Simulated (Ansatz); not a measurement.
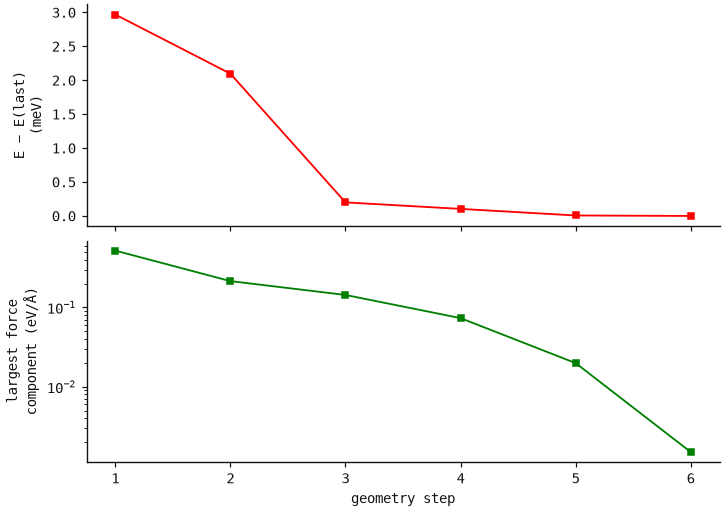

History of a geometry optimisation. C2H3F; RKS PBE0-D4/def2-TZVP (Ansatz 0.2.0).

The optimisation met its thresholds at geometry 6, counting the start as the first. The energy fell by about 3 meV from the first step to the last. The largest force component goes from about 0.52 eV/Å at the start to 1.5 × 10⁻³ eV/Å at the end.
